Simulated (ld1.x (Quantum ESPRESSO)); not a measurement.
# Germanium: generating and testing a TM potential

Do these settings give a usable potential? It is generated, then checked for transferability, scattering, ghosts and hardness.

Program: ld1.x (Quantum ESPRESSO) 7.5. Reference atom: PBE, scalar-relativistic, spherical and spin-unpolarised. All values are calculated.

### Step 1. The atom and the settings

Typed settings, in words:

```json
{"element": "germanium (Ge, Z = 32)", "type": "norm-conserving Troullier–Martins (Kleinman–Bylander form)", "frozen core": "[Ar]", "valence charge": "14", "reference configuration": "3d10 4s2 4p2", "partial waves": "4s (bound): rc 1.75 bohr; 4p (bound): rc 2.40 bohr; 3d (bound): rc 1.20 bohr", "local potential": "the d channel", "core correction": "not asked for"}
```

### Step 2. The generation run

Ge.in reads:

```
 &input
   title='Ge', zed=32., rel=1, dft='PBE', iswitch=3,
   config='[Ar] 3d10 4s2 4p2',
   nld=3, rlderiv=2.60, eminld=-4.0, emaxld=5.0, deld=0.02
 /
 &inputp
   pseudotype=2, tm=.true., lloc=2,
   nlcc=.false.,
   file_pseudopw='Ge.UPF', file_wfcaegen='ae.wfc', file_wfcncgen='nc.wfc', file_beta='beta', file_chi='chi'
 /
3
4S  1  0   2.00   0.00  1.75  1.75  0.0
4P  2  1   2.00   0.00  2.40  2.40  0.0
3D  3  2  10.00   0.00  1.20  1.20  0.0
 &test
   configts(1)='3d10 4s2 4p2'
 /
```

The run is started by

```console
$ ld1.x < Ge.in > Ge.out
```

What the program wrote to Ge.out (without the banner and most projector matrices):

```text
     Program LD1 v.7.5
     --------------------------- All-electron run ----------------------------

     Ge
     scalar relativistic calculation

     atomic number is 32.00
     dft =PBE   lsd =0 sic =0 latt =0  beta=0.20 tr2=1.0E-14
     Exchange-correlation= PBE
                           (   1   4   3   4   0   0   0)
     mesh =1207 r(mesh) = 100.41023 a.u. xmin = -7.00 dx = 0.01250
     1 Ry =  13.60569312 eV, c = 137.03599908

     n l     nl                  e(Ry)          e(Ha)          e(eV)
     1 0     1S 1( 2.00)      -805.6314      -402.8157    -10961.1741
     2 0     2S 1( 2.00)      -100.8250       -50.4125     -1371.7939
     2 1     2P 1( 6.00)       -88.1036       -44.0518     -1198.7111
     3 0     3S 1( 2.00)       -12.3839        -6.1919      -168.4909
     3 1     3P 1( 6.00)        -8.4979        -4.2490      -115.6205
     3 2     3D 1(10.00)        -2.1543        -1.0772       -29.3109
     4 0     4S 1( 2.00)        -0.8622        -0.4311       -11.7311
     4 1     4P 1( 2.00)        -0.2863        -0.1431        -3.8953

     final scf error:  3.0E-15 reached in  36 iterations

     Etot =   -4197.669992 Ry,   -2098.834996 Ha,  -57112.209742 eV

     Ekin =    4273.695468 Ry,    2136.847734 Ha,   58146.589038 eV
     Encl =  -10116.689522 Ry,   -5058.344761 Ha, -137644.573051 eV
     Eh   =    1804.321722 Ry,     902.160861 Ha,   24549.047641 eV
     Exc  =    -158.997660 Ry,     -79.498830 Ha,   -2163.273369 eV

     normalization and overlap integrals

     s(1S/1S) =  1.000000  <r> =   0.0470  <r2> =    0.0030  r(max) =   0.0309
     s(2S/2S) =  1.000000  <r> =   0.2100  <r2> =    0.0520  r(max) =   0.1754
     s(2P/2P) =  1.000000  <r> =   0.1837  <r2> =    0.0414  r(max) =   0.1418
     s(3S/3S) =  1.000000  <r> =   0.6242  <r2> =    0.4495  r(max) =   0.5402
     s(3P/3P) =  1.000000  <r> =   0.6470  <r2> =    0.4929  r(max) =   0.5402
     s(3D/3D) =  1.000000  <r> =   0.7365  <r2> =    0.6969  r(max) =   0.5012
     s(4S/4S) =  1.000000  <r> =   2.1162  <r2> =    5.1841  r(max) =   1.7494
     s(4P/4P) =  1.000000  <r> =   2.8993  <r2> =   10.0650  r(max) =   2.2184

     ------------------------ End of All-electron run ------------------------

     --------------------- Generating NC pseudopotential ---------------------

      Generating local pot.: lloc=2, matching radius rcloc =   1.2000

      Wfc   4S  rcut= 1.749  Using Troullier-Martins method

      Wfc   4P  rcut= 2.421  Using Troullier-Martins method

     ------------------- End of pseudopotential generation -------------------

     [... the all-electron block is printed once more ...]


     Computing logarithmic derivative in   2.59357
     Computing logarithmic derivative in   2.59357
     Computing the partial wave expansion
     R is outside the sphere for l=    0 j= 0.00
     R is outside the sphere for l=    1 j= 0.00
       no projector for channel:   2

     ---------------------- Testing the pseudopotential ----------------------

     Ge
     scalar relativistic calculation

     atomic number is 32.00   valence charge is 14.00
     dft =PBE   lsd =0 sic =0 latt =0  beta=0.20 tr2=1.0E-14
     mesh =1207 r(mesh) = 100.41023 xmin = -7.00 dx = 0.01250

     n l     nl             e AE (Ry)        e PS (Ry)    De AE-PS (Ry)
     3 2     3D   1(10.00)       -2.15431       -2.15432        0.00001
     1 0     4S   1( 2.00)       -0.86222       -0.86223        0.00000
     2 1     4P   1( 2.00)       -0.28630       -0.28630        0.00000

     eps = 2.1E-15  iter = 34

     Etot =   -4197.669992 Ry,   -2098.834996 Ha,  -57112.209742 eV
     Etotps =  -180.144695 Ry,     -90.072347 Ha,   -2450.993437 eV

     Ekin =     226.282423 Ry,     113.141212 Ha,    3078.729207 eV
     Encl =    -549.298332 Ry,    -274.649166 Ha,   -7473.584539 eV
     Ehrt =     163.013215 Ry,      81.506608 Ha,    2217.907779 eV
     Ecxc =     -22.567918 Ry,     -11.283959 Ha,    -307.052161 eV
     Epseu=       2.425917 Ry,       1.212958 Ha,      33.006278 eV

     ---------------------- End of pseudopotential test ----------------------
```

It took 1.9 s on 1 thread, shared host. (Generation and the later configuration tests together.)

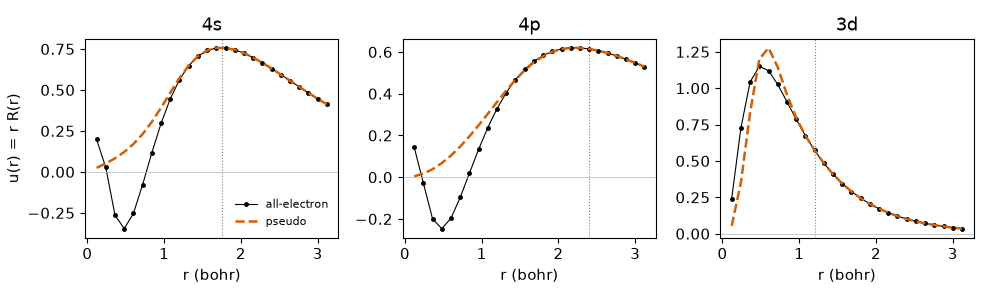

Bound waves of the atom and their pseudo partners (4s, 4p, 3d), with the matching radii dotted. The curves join 26 sampled radii, too few to resolve the innermost nodes.

### Step 3. Transferability test

Ge.test.in reads:

```
 &input
   title='Ge', zed=32., rel=1, dft='PBE', iswitch=2,
   config='[Ar] 3d10 4s2 4p2'
 /
 &test
   file_pseudo='Ge.UPF', nconf=8,
   configts(1)='3d10 4s2 4p2',
   configts(2)='3d10 4s2 4p1',
   configts(3)='3d10 4s2 4p0',
   configts(4)='3d10 4s1 4p0',
   configts(5)='3d10 4s1 4p3',
   configts(6)='3d10 4s1 4p2',
   configts(7)='3d10 4s0 4p4',
   configts(8)='3d10 4s0 4p0'
 /
```

The run is started by

```console
$ ld1.x < Ge.test.in > Ge.test.out
```

Ge.test.out, the pseudopotential blocks, each with the warnings that came before it:

```text
     ---------------------- Testing the pseudopotential ----------------------

     Ge
     scalar relativistic calculation

     atomic number is 32.00   valence charge is 14.00
     dft =PBE   lsd =0 sic =0 latt =0  beta=0.20 tr2=1.0E-14
     mesh =1207 r(mesh) = 100.41023 xmin = -7.00 dx = 0.01250

     n l     nl             e AE (Ry)        e PS (Ry)    De AE-PS (Ry)
     3 2     3D   1(10.00)       -2.15431       -2.15432        0.00001
     1 0     4S   1( 2.00)       -0.86222       -0.86223        0.00000
     2 1     4P   1( 2.00)       -0.28630       -0.28630        0.00000

     eps = 2.2E-15  iter = 34

     Etot =   -4197.669992 Ry,   -2098.834996 Ha,  -57112.209742 eV
     Etotps =  -180.144695 Ry,     -90.072347 Ha,   -2450.993437 eV

     Ekin =     226.282423 Ry,     113.141212 Ha,    3078.729207 eV
     Encl =    -549.298332 Ry,    -274.649166 Ha,   -7473.584539 eV
     Ehrt =     163.013215 Ry,      81.506608 Ha,    2217.907779 eV
     Ecxc =     -22.567918 Ry,     -11.283959 Ha,    -307.052161 eV
     Epseu=       2.425917 Ry,       1.212958 Ha,      33.006278 eV

     ---------------------- End of pseudopotential test ----------------------

     ---------------------- Testing the pseudopotential ----------------------

     Ge
     [...]
     n l     nl             e AE (Ry)        e PS (Ry)    De AE-PS (Ry)
     3 2     3D   1(10.00)       -2.81637       -2.81287       -0.00350
     1 0     4S   1( 2.00)       -1.45956       -1.45930       -0.00026
     2 1     4P   1( 1.00)       -0.82628       -0.82617       -0.00011

     eps = 8.7E-15  iter = 24

     Etot =   -4197.122869 Ry,   -2098.561434 Ha,  -57104.765750 eV
     Etotps =  -179.597548 Ry,     -89.798774 Ha,   -2443.549129 eV
     dEtot_ae =       0.547123 Ry
     dEtot_ps =       0.547147 Ry,   Delta E=      -0.000023 Ry

     [...]
     ---------------------- End of pseudopotential test ----------------------

     ---------------------- Testing the pseudopotential ----------------------

     Ge
     [...]
     n l     nl             e AE (Ry)        e PS (Ry)    De AE-PS (Ry)
     3 2     3D   1(10.00)       -3.61570       -3.60574       -0.00995  !
     1 0     4S   1( 2.00)       -2.14976       -2.14883       -0.00093
     2 1     4P   1( 0.00)       -1.45571       -1.45533       -0.00038

     eps = 4.4E-15  iter = 44

     Etot =   -4195.988126 Ry,   -2097.994063 Ha,  -57089.326796 eV
     Etotps =  -178.462861 Ry,     -89.231431 Ha,   -2428.110924 eV
     dEtot_ae =       1.681865 Ry
     dEtot_ps =       1.681834 Ry,   Delta E=       0.000032 Ry

     [...]
     ---------------------- End of pseudopotential test ----------------------

     ---------------------- Testing the pseudopotential ----------------------

     Ge
     [...]
     n l     nl             e AE (Ry)        e PS (Ry)    De AE-PS (Ry)
     3 2     3D   1(10.00)       -4.63739       -4.61760       -0.01979  !
     1 0     4S   1( 1.00)       -2.97339       -2.96791       -0.00549  !
     2 1     4P   1( 0.00)       -2.20993       -2.20677       -0.00316

     eps = 8.0E-15  iter = 49

     Etot =   -4193.431031 Ry,   -2096.715516 Ha,  -57054.535744 eV
     Etotps =  -175.908311 Ry,     -87.954155 Ha,   -2393.354493 eV
     dEtot_ae =       4.238961 Ry
     dEtot_ps =       4.236384 Ry,   Delta E=       0.002576 Ry

     [...]
     ---------------------- End of pseudopotential test ----------------------

     ---------------------- Testing the pseudopotential ----------------------

     Ge
     [...]
     n l     nl             e AE (Ry)        e PS (Ry)    De AE-PS (Ry)
     3 2     3D   1(10.00)       -2.28210       -2.28105       -0.00105
     1 0     4S   1( 1.00)       -0.93246       -0.93167       -0.00078
     2 1     4P   1( 3.00)       -0.33685       -0.33673       -0.00012

     eps = 3.7E-15  iter = 35

     Etot =   -4197.084042 Ry,   -2098.542021 Ha,  -57104.237489 eV
     Etotps =  -179.559015 Ry,     -89.779508 Ha,   -2443.024858 eV
     dEtot_ae =       0.585950 Ry
     dEtot_ps =       0.585680 Ry,   Delta E=       0.000270 Ry

     [...]
     ---------------------- End of pseudopotential test ----------------------

     ---------------------- Testing the pseudopotential ----------------------

     Ge
     [...]
     n l     nl             e AE (Ry)        e PS (Ry)    De AE-PS (Ry)
     3 2     3D   1(10.00)       -2.94373       -2.93921       -0.00452
     1 0     4S   1( 1.00)       -1.53157       -1.53023       -0.00135
     2 1     4P   1( 2.00)       -0.88375       -0.88333       -0.00042

     eps = 6.0E-15  iter = 45

     Etot =   -4196.482228 Ry,   -2098.241114 Ha,  -57096.049396 eV
     Etotps =  -178.957392 Ry,     -89.478696 Ha,   -2434.839354 eV
     dEtot_ae =       1.187763 Ry
     dEtot_ps =       1.187303 Ry,   Delta E=       0.000460 Ry

     [...]
     ---------------------- End of pseudopotential test ----------------------

     ---------------------- Testing the pseudopotential ----------------------

     Ge
     [...]
     n l     nl             e AE (Ry)        e PS (Ry)    De AE-PS (Ry)
     3 2     3D   1(10.00)       -2.40106       -2.39952       -0.00154
     1 0     4S   1( 0.00)       -0.99555       -0.99381       -0.00173
     2 1     4P   1( 4.00)       -0.38263       -0.38230       -0.00033

     eps = 1.0E-14  iter = 26

     Etot =   -4196.479660 Ry,   -2098.239830 Ha,  -57096.014458 eV
     Etotps =  -178.955622 Ry,     -89.477811 Ha,   -2434.815271 eV
     dEtot_ae =       1.190331 Ry
     dEtot_ps =       1.189073 Ry,   Delta E=       0.001258 Ry

     [...]
     ---------------------- End of pseudopotential test ----------------------

     Warning: n=2, l=1 expected 0 nodes, found 1
     ---------------------- Testing the pseudopotential ----------------------

     Ge
     [...]
     n l     nl             e AE (Ry)        e PS (Ry)    De AE-PS (Ry)
     3 2     3D   1(10.00)       -5.73553       -5.70526       -0.03027  !
     1 0     4S   1( 0.00)       -3.84393       -3.82996       -0.01397  !
     2 1     4P   1( 0.00)       -3.00875       -3.15324        0.14449  !

     eps = 6.2E-15  iter = 15

     Etot =   -4190.024885 Ry,   -2095.012443 Ha,  -57008.192764 eV
     Etotps =  -172.511609 Ry,     -86.255805 Ha,   -2347.140013 eV
     dEtot_ae =       7.645107 Ry
     dEtot_ps =       7.633086 Ry,   Delta E=       0.012021 Ry

     [...]
     ---------------------- End of pseudopotential test ----------------------
```

Excitation and ionisation energies from 3d10 4s2 4p2, with the error of the potential. A star marks tests that logged a warning.

```csv
valence configuration,charge,ΔE all-electron (eV),error AE − PS (meV)
3d10 4s2 4p1,+1,7.444,-0.3
3d10 4s2 4p0,+2,22.883,+0.4
3d10 4s1 4p0,+3,57.674,+35
3d10 4s1 4p3,0,7.972,+3.7
3d10 4s1 4p2,+1,16.160,+6.3
3d10 4s0 4p4,0,16.195,+17
3d10 4s0 4p0 *,+4,104.017,+164
```

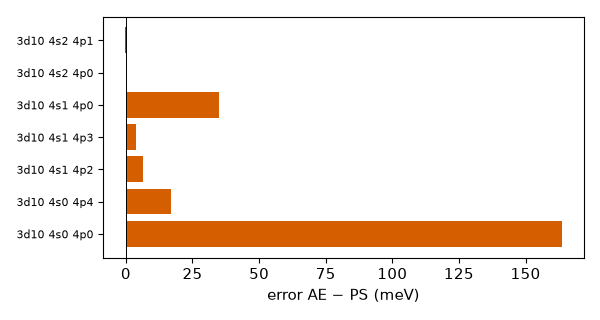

Error of the potential in each test configuration.

### Step 4. Logarithmic derivatives

Taken from the files of the generation run. The phase is arctan(r·u′/u) with u = r·R, unwrapped, with energies in Ry. A pole is an energy at which the radial function vanishes at the test radius. The pseudo phase is shifted by a multiple of π to meet the all-electron one at the reference energy. Levels narrower than the energy grid can be missing from the poles. The last column is the largest difference on the grid between −1 and +1 Ry.

```tsv
channel	radius (bohr)	reference (Ry)	poles AE	poles PS	window around the reference with phases within 0.05 rad (Ry)	largest difference near zero (rad)
s	2.59	-0.86	0.07	0.06	below 1.9	0.007
p	2.59	-0.29	1.20	1.18	below 3.2	0.002
d	2.59	-2.15	-2.13, 3.21	-2.13, 3.45	below 0.6	0.081
```

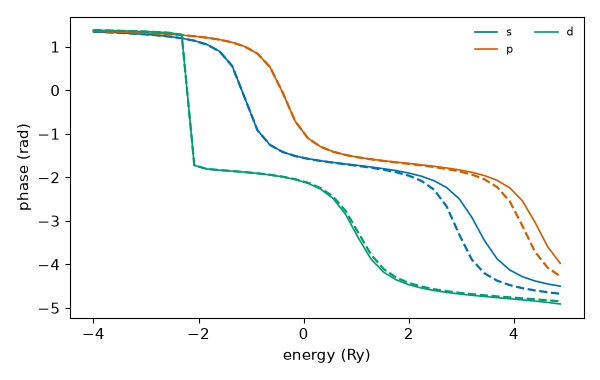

Phases by channel: all-electron solid, pseudo dashed.

### Step 5. Cutoff and ghost test in a Bessel basis

A separate test, outside the generator: the pseudo-atom's Hamiltonian at the reference potential is diagonalised in spherical Bessel functions j_l(qr) that vanish at 20 bohr, with q² up to the cutoff.

All-electron valence levels (Ry): 4s -0.8622, 4p -0.2863, 3d -2.1543. The lowest levels of each channel (Ry) by cutoff; the last column sums, over occupied levels, occupation times the distance from the level at 400 Ry. A positive value at high cutoff is not a bound level.

```tsv
cutoff (Ry)	s #1	s #2	p #1	p #2	d #1	f #1	Σ f·Δε (mRy)
8	-0.8864	-0.0738	-0.2850	0.0238	0.0522	0.1080	22115.8
25	-12.9344	-0.8571	-0.2863	0.0237	0.0504	0.1080	22057.0
50	-23.7507	-0.8621	-4.6635	-0.2863	-0.0294	0.1080	21249.1
100	-27.1258	-0.8622	-9.2006	-0.2863	-1.7481	0.1080	4061.8
180	-27.2803	-0.8622	-9.7176	-0.2863	-2.1526	0.1080	16.6
200	-27.2822	-0.8622	-9.7178	-0.2863	-2.1537	0.1080	6.1
400	-27.2852	-0.8622	-9.7203	-0.2863	-2.1543	0.1080	0.0
```

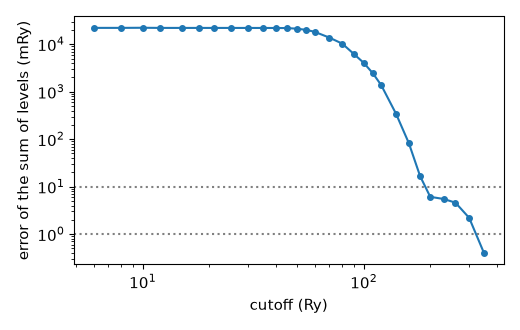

Occupation-weighted error of the valence levels against the cutoff; the dotted lines mark 10 and 1 mRy.

The sum stays within 10 mRy from 200 Ry and within 1 mRy only somewhere over 300 Ry. The sum leaves out empty levels, which can need more. Ghost test: ghost states, bound below the all-electron valence or empty levels of the same l: s at -371.2 eV, p at -132.3 eV.

### Step 6. Results

| quantity | value |
| --- | --- |
| cutoffs for 10 and 1 mRy, occupied levels | 200 Ry and over 300 Ry |
| bound ghosts | s at -371.23 eV, p at -132.25 eV |
| largest test error (AE − PS) | +164 meV, for 3d10 4s0 4p0 (this test logged a warning) |
| largest phase difference near zero energy, channels read | 0.081 rad |

What this shows: It has a bound ghost (s, p), a state that the atom doesn't have, and that rules the file out. By total energies transferability is fair for so large an energy: the largest error is 164 meV on 104.0 eV, for 3d10 4s0 4p0. That test lies far up in energy; among those under 40 eV, nearer to bonding, the largest error is 17 meV. It counts as very hard, with 200 Ry needed at the looser tolerance. The tighter tolerance needs over 300 Ry, and converged work needs a cutoff nearer that. The slowest occupied level is 3d: taken alone it needs 200 Ry to come within 1 mRy, against 40 Ry for 4s. Near zero energy the largest phase difference among the channels read is 0.08 rad, in the d channel. These are tests on the free atom; a crystal test is still owed.
